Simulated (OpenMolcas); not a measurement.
SiH₂Br₂: geometry relaxation (part 3 of 4)

The same run, continued: SiH₂Br₂; HF/aug-pcseg-1, RHF (OpenMolcas 26.06). The geometry comes from this level: PBE0-D4/def2-TZVP.

Geometry of the input (Å):
```
Br -1.6727  -1.2393  0.3623
Si 0.1582  -0.0463  0.0547
Br -0.2956  1.8142  -1.0420
H  1.1034  -0.8432  -0.7517
H  0.7066  0.3146  1.3767
```

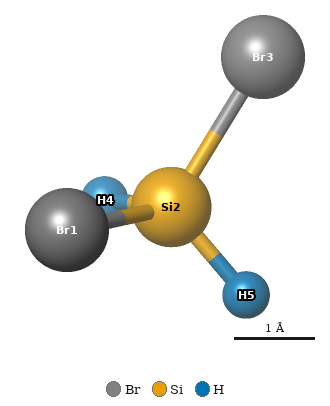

Fig. 1: The geometry at step 3 of the log (ball-and-stick view, seen at a tilt; atoms are numbered from 1 in the order of the input).

The program's output, continued
```
*****************************************************************************************************************
*****************************************************************************************************************

++ Geometry section

********************************************************************************
  Geometrical information of the new structure
********************************************************************************

 *********************************************************
 * Nuclear coordinates for the next iteration / bohr     *
 *********************************************************
  ATOM              X               Y               Z
  BR1             -3.180064       -2.374283        0.698701
  SI2              0.320923       -0.093750        0.110833
  BR3             -0.547612        3.463200       -1.986081
  H4               2.076831       -1.587268       -1.414807
  H5               1.329903        0.592082        2.591354

 *********************************************************
 * Nuclear coordinates for the next iteration / angstrom *
 *********************************************************
  ATOM              X               Y               Z
  BR1             -1.682817       -1.256416        0.369737
  SI2              0.169825       -0.049610        0.058650
  BR3             -0.289784        1.832646       -1.050989
  H4               1.099012       -0.839946       -0.748684
  H5               0.703754        0.313316        1.371285

--
--- Stop Module: slapaf /rc=_RC_CONTINUE_LOOP_ ---

>>> END DO

--- Start Module: seward ---
--- Stop Module: seward /rc=_RC_ALL_IS_WELL_ ---
--- Module seward spent 6 seconds ---

--- Start Module: scf ---
--- Stop Module: scf /rc=_RC_ALL_IS_WELL_ ---
--- Module scf spent 4 seconds ---

--- Start Module: slapaf ---
--- Stop Module: slapaf /rc=_RC_INVOKED_OTHER_MODULE_ ---

--- Start Module: alaska ---
--- Stop Module: alaska /rc=_RC_ALL_IS_WELL_ ---
--- Module alaska spent 14 seconds ---

--- Start Module: slapaf ---

**********************************************************************************************************************
*                                    Energy Statistics for Geometry Optimization                                     *
**********************************************************************************************************************
                       Energy     Grad      Grad              Step                 Estimated   Geom       Hessian
Iter      Energy       Change     Norm      Max    Element    Max     Element     Final Energy Update Update   Index
  1  -5434.34508393  0.00000000 0.020428 -0.013548 nrc002  -0.034211  nrc002    -5434.34531854 RS-RFO  None      0
  2  -5434.34543088 -0.00034695 0.011014 -0.007000 nrc002  -0.036497  nrc002    -5434.34557432 RS-RFO  BFGS      0
  3  -5434.34559251 -0.00016163 0.002760  0.002669 nrc004   0.009258  nrc004    -5434.34560893 RS-RFO  BFGS      0
  4  -5434.34560909 -0.00001658 0.001011  0.000834 nrc004  -0.006210  nrc009    -5434.34561340 RS-RFO  BFGS      0
  5  -5434.34561237 -0.00000328 0.000340  0.000246 nrc009   0.001914  nrc009    -5434.34561273 RS-RFO  BFGS      0

       +----------------------------------+----------------------------------+
       +    Cartesian Displacements       +    Gradient in internals         +
       +  Value      Threshold Converged? +  Value      Threshold Converged? +
 +-----+----------------------------------+----------------------------------+
 + RMS + 1.3995E-03  1.2000E-03     No    + 1.7010E-04  3.0000E-04     Yes   +
 +-----+----------------------------------+----------------------------------+
 + Max + 1.8064E-03  1.8000E-03     No    + 2.4553E-04  4.5000E-04     Yes   +
 +-----+----------------------------------+----------------------------------+

 Convergence not reached yet!

*****************************************************************************************************************
*****************************************************************************************************************

++ Geometry section

********************************************************************************
  Geometrical information of the new structure
********************************************************************************

 *********************************************************
 * Nuclear coordinates for the next iteration / bohr     *
 *********************************************************
  ATOM              X               Y               Z
  BR1             -3.180383       -2.373421        0.698173
  SI2              0.320001       -0.093482        0.110515
  BR3             -0.548543        3.462702       -1.985984
  H4               2.077698       -1.586943       -1.413256
  H5               1.331208        0.591125        2.590551

 *********************************************************
 * Nuclear coordinates for the next iteration / angstrom *
 *********************************************************
  ATOM              X               Y               Z
  BR1             -1.682986       -1.255960        0.369457
  SI2              0.169337       -0.049469        0.058482
  BR3             -0.290276        1.832383       -1.050937
  H4               1.099470       -0.839774       -0.747863
  H5               0.704445        0.312810        1.370861

--
--- Stop Module: slapaf /rc=_RC_CONTINUE_LOOP_ ---

>>> END DO

--- Start Module: seward ---
--- Stop Module: seward /rc=_RC_ALL_IS_WELL_ ---
--- Module seward spent 6 seconds ---

--- Start Module: scf ---
--- Stop Module: scf /rc=_RC_ALL_IS_WELL_ ---
--- Module scf spent 3 seconds ---

--- Start Module: slapaf ---
--- Stop Module: slapaf /rc=_RC_INVOKED_OTHER_MODULE_ ---

--- Start Module: alaska ---
--- Stop Module: alaska /rc=_RC_ALL_IS_WELL_ ---
--- Module alaska spent 14 seconds ---

--- Start Module: slapaf ---

**********************************************************************************************************************
*                                    Energy Statistics for Geometry Optimization                                     *
**********************************************************************************************************************
                       Energy     Grad      Grad              Step                 Estimated   Geom       Hessian
Iter      Energy       Change     Norm      Max    Element    Max     Element     Final Energy Update Update   Index
  1  -5434.34508393  0.00000000 0.020428 -0.013548 nrc002  -0.034211  nrc002    -5434.34531854 RS-RFO  None      0
  2  -5434.34543088 -0.00034695 0.011014 -0.007000 nrc002  -0.036497  nrc002    -5434.34557432 RS-RFO  BFGS      0
  3  -5434.34559251 -0.00016163 0.002760  0.002669 nrc004   0.009258  nrc004    -5434.34560893 RS-RFO  BFGS      0
  4  -5434.34560909 -0.00001658 0.001011  0.000834 nrc004  -0.006210  nrc009    -5434.34561340 RS-RFO  BFGS      0
  5  -5434.34561237 -0.00000328 0.000340  0.000246 nrc009   0.001914  nrc009    -5434.34561273 RS-RFO  BFGS      0
  6  -5434.34561276 -0.00000038 0.000046 -0.000095 nrc007   0.000212  nrc009    -5434.34561277 RS-RFO  BFGS      0

       +----------------------------------+----------------------------------+
       +    Cartesian Displacements       +    Gradient in internals         +
       +  Value      Threshold Converged? +  Value      Threshold Converged? +
 +-----+----------------------------------+----------------------------------+
 + RMS + 2.9640E-04  1.2000E-03     Yes   + 2.2929E-05  3.0000E-04     Yes   +
 +-----+----------------------------------+----------------------------------+
 + Max + 4.0006E-04  1.8000E-03     Yes   + 9.5496E-05  4.5000E-04     Yes   +
 +-----+----------------------------------+----------------------------------+

 Geometry is converged in   6 iterations to a Minimum Structure

*****************************************************************************************************************
*****************************************************************************************************************

++ Geometry section

********************************************************************************
  Geometrical information of the final structure
********************************************************************************

  NOTE: on convergence the final predicted structure will be printed here.
  This is not identical to the structure printed in the head of the output.

 *********************************************************
 * Nuclear coordinates of the final structure / bohr     *
 *********************************************************
  ATOM              X               Y               Z
  BR1             -3.180515       -2.373100        0.697974
  SI2              0.320070       -0.093503        0.110539
  BR3             -0.548899        3.462524       -1.985953
  H4               2.077898       -1.586975       -1.413130
  H5               1.331428        0.591035        2.590570

 *********************************************************
 * Nuclear coordinates of the final structure / angstrom *
 *********************************************************
  ATOM              X               Y               Z
  BR1             -1.683056       -1.255791        0.369352
  SI2              0.169374       -0.049479        0.058495
  BR3             -0.290465        1.832289       -1.050921
  H4               1.099576       -0.839791       -0.747796
  H5               0.704561        0.312762        1.370871

                    ***************************************
                    *    InterNuclear Distances / bohr    *
                    ***************************************

               1 BR1           2 SI2           3 BR3           4 H4            5 H5
    1 BR1      0.000000
    2 SI2      4.218499        0.000000
    3 BR3      6.941424        4.218496        0.000000
    4 H4       5.720634        2.764415        5.720632        0.000000
    5 H5       5.720634        2.764415        5.720633        4.618502        0.000000

                    *******************************************
                    *    InterNuclear Distances / angstrom    *
                    *******************************************

               1 BR1           2 SI2           3 BR3           4 H4            5 H5
    1 BR1      0.000000
    2 SI2      2.232334        0.000000
    3 BR3      3.673244        2.232332        0.000000
    4 H4       3.027229        1.462865        3.027228        0.000000
    5 H5       3.027229        1.462865        3.027229        2.444006        0.000000

                    **************************************
                    *    Valence Bond Angles / degree    *
                    **************************************
                          Atom centers                 Phi
                      4 H4       2 SI2      5 H5       113.30
--
--- Stop Module: slapaf /rc=_RC_INVOKED_OTHER_MODULE_ ---

--- Start Module: last_energy ---

                                            &LAST_ENERGY

                       available to each process: 1.9 GB of memory, 1 thread

    Geometry read from RUNFILE

               SEWARD will generate:
                  Multipole Moment integrals up to order  2
                  Kinetic Energy integrals
                  Nuclear Attraction integrals (point charge)
                  One-Electron Hamiltonian integrals
                  Velocity integrals
                  Orbital angular momentum around ( -1.4999   0.4381  -0.5179 )
                  Velocity quadrupole around ( -1.5010   0.4385  -0.5184 )
                  Two-Electron Repulsion integrals

                   Integrals are discarded if absolute value <: 1.00E-14
                   Integral cutoff threshold is set to       <: 1.00E-16

            Nuclear Potential Energy            443.60498448 au

      Basis set specifications :
      Symmetry species         a
      Basis functions          117

++    Input section:
      --------------

      Header of the integral files:

      Cartesian coordinates in angstrom:
      -----------------------------------------------------
      No.  Label        X            Y            Z
      -----------------------------------------------------
       1   BR1       -1.68305603  -1.25579058   0.36935180
       2   SI2        0.16937352  -0.04947945   0.05849493
       3   BR3       -0.29046505   1.83228877  -1.05092111
       4   H4         1.09957623  -0.83979114  -0.74779622
       5   H5         0.70456134   0.31276241   1.37087060
      -----------------------------------------------------
      Nuclear repulsion energy =  443.60498448
--

++    Orbital specifications:
      -----------------------

      Symmetry species               1
                                     a
      Frozen orbitals                0
      Occupied orbitals             43
      Secondary orbitals            74
      Deleted orbitals               0
      Total number of orbitals     117
      Number of basis functions    117
--

      Molecular charge                           0.000

++    Optimization specifications:
      ----------------------------

      SCF Algorithm: Conventional
      Minimized density differences are used
      Number of density matrices in core                 5
      Maximum number of NDDO SCF iterations            400
      Maximum number of HF SCF iterations              400
      Threshold for SCF energy change             1.00E-09
      Threshold for density matrix                1.00E-04
      Threshold for Fock matrix                   1.50E-04
      Threshold for linear dependence             1.00E-09
      Threshold at which DIIS is turned on        1.50E-01
      Maximum depth in the DIIS procedure                5
      Maximum depth in the BFGS Hessian update          30
      Threshold at which QNR/C2DIIS is turned on  7.50E-02
      Threshold for Norm(delta) (QNR/C2DIIS)      1.00E-03
      All orbitals punched on: SCFORB
--

      Detected old SCF orbitals

++ Convergence information
                                   SCF        iterations: Energy and convergence statistics

Iter     Tot. SCF        One-elec.       Two-elec.     Energy      Max Dij or  Max Fij      DNorm      TNorm      AccCon     Time
         Energy          Energy          Energy        Change      Delta Norm                                                in Sec.

 The total and one-electron energies are shifted by a value of      5000. a.u.

   1  -434.345612770 -3451.964709118  2574.014111866   0.00E+00    2.63E-05    5.05E-05     1.89E+01   5.31E+02   None         1.
   2  -434.345612778 -3451.964534200  2574.013936940  -7.97E-09*   1.71E-05    4.62E-06     7.01E-04   5.31E+02   EDIIS        1.
   3  -434.345612779 -3451.964580693  2574.013983432  -8.69E-10    3.30E-06    2.64E-06     8.10E-05   5.31E+02   c2DIIS       1.

       Convergence after   3 Iterations
--

 *****************************************************************************************************************************
 *                                             SCF/KS-DFT Program, Final results                                             *
 *                                                       Final Results                                                       *
 *****************************************************************************************************************************

::    Total SCF energy                              -5434.3456127786
      One-electron energy                           -8451.9645806933
      Two-electron energy                            2574.0139834320
      Nuclear repulsion energy                        443.6049844827
      Kinetic energy (interpolated)                  5437.3596530466
      Virial theorem                                    0.9994456794
      Total spin, S(S+1)                                0.0000000000
      Total spin, S                                     0.0000000000
      Max non-diagonal density matrix element           0.0000033036
      Max non-diagonal Fock matrix element              0.0000026383

      No orbitals printed

++    Molecular charges:
      ------------------

      Mulliken charges per centre
      ---------------------------

                BR1     SI2     BR3     H4      H5
      Total   35.8007 11.8995 35.8007  1.2496  1.2496

      N-E     -0.8007  2.1005 -0.8007 -0.2496 -0.2496

      Total electronic charge=   86.000000

      Total            charge=   -0.000000
--

++    Molecular properties:
      ---------------------

      Charge (e):
                      =   -0.0000
      Dipole Moment (debye):
      Origin of the operator (angstrom)=   -0.7943    0.2320   -0.2743
                   X=  1.4273E+00               Y= -4.1694E-01               Z=  4.9293E-01           Total=  1.5665E+00
      Quadrupole Moment (debye*angstrom):
      Origin of the operator (angstrom)=   -0.7943    0.2320   -0.2743
                  XX= -4.9936E+01              XY= -1.3153E+00              XZ=  1.1230E+00              YY= -5.3238E+01
                  YZ=  3.6235E-01              ZZ= -5.2109E+01
      In traceless form (debye*angstrom)
                  XX=  2.7376E+00              XY= -1.9729E+00              XZ=  1.6844E+00              YY= -2.2156E+00
                  YZ=  5.4352E-01              ZZ= -5.2196E-01
--

--- Stop Module: last_energy /rc=_RC_ALL_IS_WELL_ ---
--- Module last_energy spent 8 seconds ---

>>> END DO

.##################.
.# Happy landing! #.
.##################.

    Timing: Wall=164.89 User=148.92 System=15.89
```

Trajectory as extended XYZ (Å, eV, eV/Å), 6 frames, from step=0 to step=5
```
5
Properties=species:S:1:pos:R:3:forces:R:3 step=0 energy=-147876.06307
Br   -1.6727   -1.2393    0.3623   -0.3546  -0.2427   0.0659
Si    0.1582   -0.0463    0.0547    0.7014  -0.2046   0.2422
Br   -0.2956    1.8142   -1.0420   -0.0793   0.3703  -0.2162
H     1.1034   -0.8432   -0.7517   -0.1678   0.1378   0.1367
H     0.7066    0.3146    1.3767   -0.0997  -0.0608  -0.2285
5
Properties=species:S:1:pos:R:3:forces:R:3 step=1 energy=-147876.07251
Br   -1.6751   -1.2458    0.3654   -0.2326  -0.1558   0.0414
Si    0.1625   -0.0475    0.0561    0.3574  -0.1047   0.1236
Br   -0.2923    1.8205   -1.0449   -0.0544   0.2399  -0.1406
H     1.0997   -0.8392   -0.7465   -0.0419   0.0297   0.0235
H     0.7051    0.3120    1.3698   -0.0286  -0.0091  -0.0479
5
Properties=species:S:1:pos:R:3:forces:R:3 step=2 energy=-147876.07691
Br   -1.6787   -1.2542    0.3693   -0.0670  -0.0421   0.0104
Si    0.1694   -0.0495    0.0585    0.0073  -0.0024   0.0026
Br   -0.2884    1.8288   -1.0486   -0.0177   0.0669  -0.0397
H     1.0962   -0.8384   -0.7481    0.0457  -0.0316  -0.0242
H     0.7015    0.3132    1.3689    0.0317   0.0092   0.0508
5
Properties=species:S:1:pos:R:3:forces:R:3 step=3 energy=-147876.07736
Br   -1.6830   -1.2561    0.3696   -0.0087  -0.0016  -0.0007
Si    0.1681   -0.0491    0.0581   -0.0017   0.0004  -0.0005
Br   -0.2901    1.8325   -1.0510   -0.0054   0.0058  -0.0041
H     1.0995   -0.8385   -0.7450    0.0135  -0.0186  -0.0273
H     0.7055    0.3112    1.3684    0.0023   0.0140   0.0327
5
Properties=species:S:1:pos:R:3:forces:R:3 step=4 energy=-147876.07745
Br   -1.6828   -1.2564    0.3697    0.0046   0.0049  -0.0018
Si    0.1698   -0.0496    0.0587   -0.0117   0.0034  -0.0040
Br   -0.2898    1.8326   -1.0510   -0.0004  -0.0061   0.0032
H     1.0990   -0.8399   -0.7487    0.0033   0.0001   0.0035
H     0.7038    0.3133    1.3713    0.0041  -0.0023  -0.0010
5
Properties=species:S:1:pos:R:3:forces:R:3 step=5 energy=-147876.07746
Br   -1.6830   -1.2560    0.3695   -0.0004   0.0011  -0.0007
Si    0.1693   -0.0495    0.0585    0.0011  -0.0004   0.0004
Br   -0.2903    1.8324   -1.0509   -0.0012  -0.0006   0.0001
H     1.0995   -0.8398   -0.7479    0.0003  -0.0001   0.0001
H     0.7044    0.3128    1.3709    0.0003  -0.0001   0.0001
```

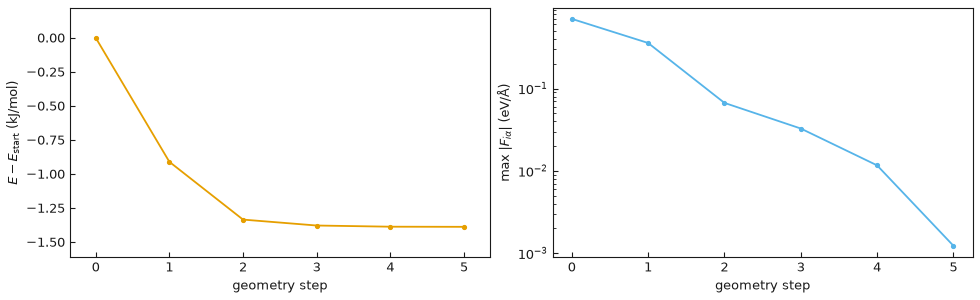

Fig. 2: Progress of the relaxation, step by step (steps are counted from 0).
